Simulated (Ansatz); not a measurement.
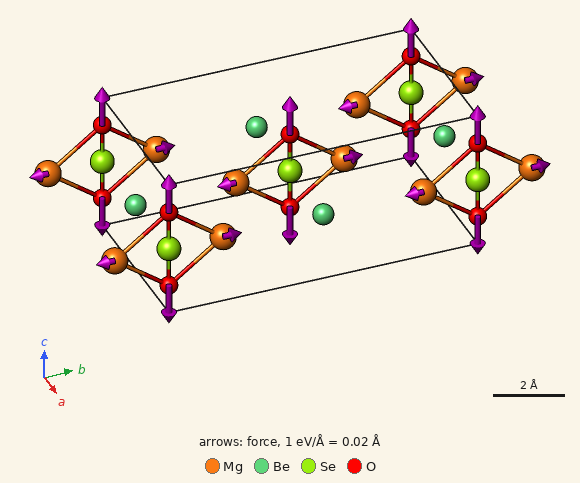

Starting geometry of crystalline Mg₂BeSeO₂ (a generated structure, set up in Cmmm) (coarse preliminary run) with the computed forces as purple arrows. The picture is a ball-and-stick view of the conventional cell (2 times the calculation's cell), seen from a free direction. Lengths and directions refer to the drawn axes.

Level of theory: DFT PBE, scalar-relativistic, plane waves, PAW in Ansatz 0.2.0.

Input file:
```yaml
crystal:
  lattice:
    - [2.46928516, -4.72462892, 0.0]
    - [2.46928516, 4.72462892, 0.0]
    - [0.0, 0.0, 4.28975962]
  atoms:
    - { symbol: Mg, position: [0.17555395, 0.82444605, 0.5] }
    - { symbol: Mg, position: [0.82444605, 0.17555395, 0.5] }
    - { symbol: Be, position: [0.5, 0.5, 0.5] }
    - { symbol: Se, position: [0.0, 0.0, 0.5] }
    - { symbol: O, position: [0.0, 0.0, 0.21439076] }
    - { symbol: O, position: [0.0, 0.0, 0.78560924] }
basis:
  ecutwfc: 420
kpoints:
  mp_grid: { grid: [4, 4, 4] }
hamiltonian:
  xc: pbe
scf:
  occupations: { method: gaussian, width: 0.1 }
  lower_state_search: "off"
output:
  forces: true
  stress: true
  eigenvalues: true
relax:
  adjacent_minimum: "off"
  f_tol: 0.04
  max_steps: 70
  cell: { stress_tol: 0.4 }
```

Run as
```bash
ansatz run input.yaml --threads 1 --pin off --max-ram 2560MiB --backend cpu --events-out ev --progress --plain --runs-dir out
```

### What follows when this structure is relaxed?

It isn't relaxed: the largest force vector, on O atoms, is 64.51 eV/Å. The final displacements have little in common with the starting forces (cosine between the two patterns 0.25). The largest moves relative to the cell, 0.78 Å, are those of Mg1 and Mg2. Mg1 goes along −b. Largest moves by element: Mg 0.78 Å, O 0.14 Å. Be and Se stay in place. Cell: a 4.939 → 6.068 Å (+22.9 %), b 9.449 → 10.153 Å (+7.4 %), c 4.290 → 6.725 Å (+56.8 %). Volume +107.0 %. Among the contacts that change: O5–O6 1.839 → 3.159 Å, Mg1–O5 2.062 → 3.118 Å, Mg1–Se4 1.659 → 2.558 Å, Se4–O5 1.225 → 1.783 Å. The space group stays Cmmm (No. 65). Over 21 accepted moves (26 points after the start) the energy falls by 6815 meV per atom. The largest force component goes from 65 to 0.024 eV/Å. Pressure: 148.41 GPa at the start and 0.12 GPa at the end. The line search rejected the trial steps at points 10, 12 of the run. At 3 points the geometry stayed and the basis and grid were re-selected for the new cell (energy shift of 85.6 meV per atom at most each time). Cost: 2.8 min on 1 thread of AMD EPYC 7R43 64-Core Processor (Zen 3) (shared host), peak memory 0.53 GiB.
